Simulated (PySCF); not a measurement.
# C10H8: the cost of one run

Programs: PySCF 2.14.0, with routines of our own; each step states its level. All values are computed. Atoms count from 0.

### 1 The starting structure

18 atoms, charge 0, multiplicity 1; geometry from: GFN2-xTB.

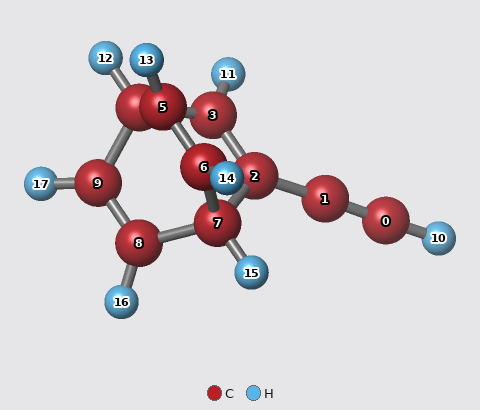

The starting geometry (carbon red, hydrogen blue).

### 2 Geometry optimisation at PBE0-D3(BJ)/def2-SVP

What the job is given:

```
{"job": {"xc": "PBE0", "basis": "def2-SVP", "d3": "d3bj", "grid": 2, "kind": "geom"}, "charge": 0, "multiplicity": 1}
C      3.326836     1.252217    -0.479394
C      2.177093     0.954386    -0.295121
C      0.849569     0.550443    -0.090071
C     -0.191243     1.320721     0.225884
C     -1.487358     0.555135     0.372323
C     -1.196988    -0.519607     1.402597
C     -0.167972    -1.288168     1.089802
C      0.481891    -0.925180    -0.228257
C     -0.630816    -0.953177    -1.254009
C     -1.659567    -0.184548    -0.940600
H      4.324842     1.534300    -0.635119
H     -0.160852     2.384692     0.372776
H     -2.334152     1.187741     0.629930
H     -1.802053    -0.596288     2.287617
H      0.217055    -2.104223     1.673961
H      1.333493    -1.551570    -0.485589
H     -0.534840    -1.559117    -2.136586
H     -2.553697    -0.051441    -1.521800
```

On the command line:

```sh
> OMP_NUM_THREADS=1 python excited_run.py task.json out
```

This one command runs all jobs of the session in turn.

**Question.** How long does this first job take on 1 thread of Arm Neoverse V2, shared host, and how much memory does it need?

About 78 s, with a peak of 0.82 GiB.
